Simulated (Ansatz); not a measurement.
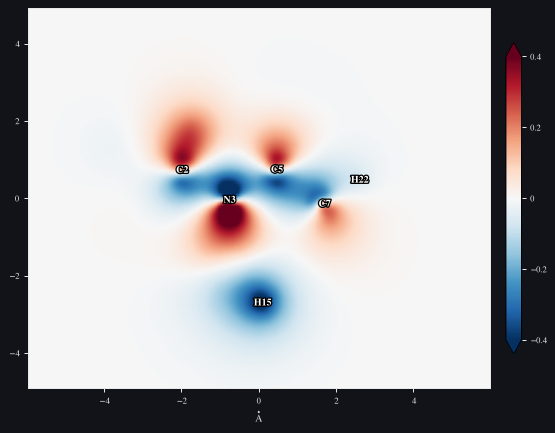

*C5H15GeN. The HOMO−1 on the plane of atoms N3, C5 and C7 (values in Å⁻³ᐟ²; the overall sign is arbitrary).*

Geometry: PBE0-D4/def2-TZVP.

The calculation used Ansatz, RKS PBE0-D4/def2-TZVPP.

```xyz
22

C     0.1026   -2.4970    0.3420
C    -0.8189   -1.3511   -0.0390
N    -0.2936   -0.0426    0.3314
Ge   -0.9672    0.6468    1.8985
C     0.0718    0.8107   -0.7906
C     1.2317    0.2121   -1.5780
C     0.4368    2.2114   -0.3347
H     1.0787   -2.3879   -0.1346
H    -0.3247   -3.4594    0.0452
H     0.2617   -2.5156    1.4229
H    -1.0041   -1.3659   -1.1197
H    -1.8025   -1.5235    0.4189
H    -2.2812    1.4444    1.6940
H    -1.2636   -0.5821    2.7736
H     0.0593    1.5542    2.5923
H    -0.7879    0.9006   -1.4801
H     1.0002   -0.7886   -1.9468
H     1.4684    0.8363   -2.4436
H     2.1188    0.1432   -0.9428
H    -0.3961    2.7130    0.1663
H     1.2889    2.1878    0.3496
H     0.7114    2.8231   -1.1961
```

Describe this orbital and give its energy.

It lies mainly on N3 (about 15 %), Ge4 (about 15 %), C2 (about 10 %), H15 (about 10 %), C5 (about 10 %) and H11 (about 5 %). Its energy is −8.81 eV.
